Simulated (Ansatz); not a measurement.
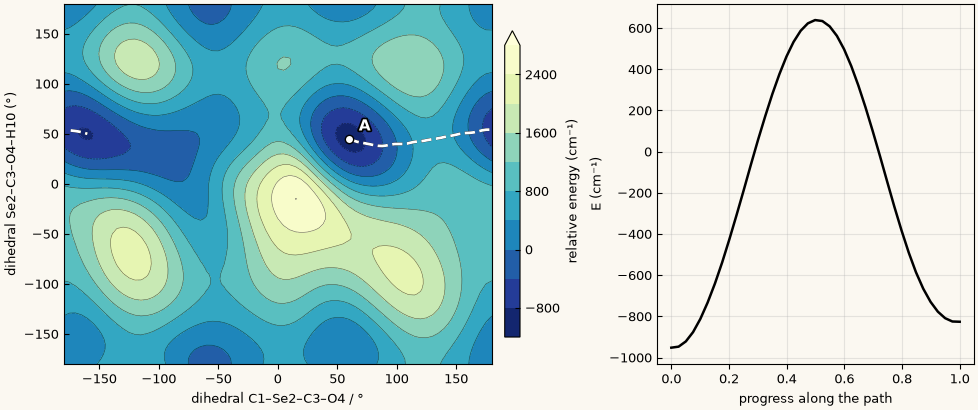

C₂H₅FOSe, SMILES C[Se]C(O)F. Coordinates scanned: (1) dihedral C1–Se2–C3–O4; (2) dihedral Se2–C3–O4–H10. Nothing is relaxed (all other coordinates rigid). Grid: 18 × 18 points. Energies: cm⁻¹, counted from the relaxed molecule at the same level. The calculation used RKS PBE0-D4/def2-SVP in Ansatz.

The picture shows filled contours, a line along the lowest path, one colour for all values above the top of the scale, the energy along the path at the right, the start A. Between grid points the surface is interpolated.

Describe the path and its barrier.

The easiest path leads from the well at about dihedral C1–Se2–C3–O4 = 60°, dihedral Se2–C3–O4–H10 = 45° to the well at about dihedral C1–Se2–C3–O4 = −160°, dihedral Se2–C3–O4–H10 = 50°, about 126 cm⁻¹ higher (on a rigid scan; wells that are mirror images or exchange like atoms can differ by this much). Its highest point lies about 1600 cm⁻¹ above the bottom of the first well on the interpolated surface, at about dihedral C1–Se2–C3–O4 = 130°, dihedral Se2–C3–O4–H10 = 45°. This is the barrier on the constrained surface; relaxing the other coordinates would change it.
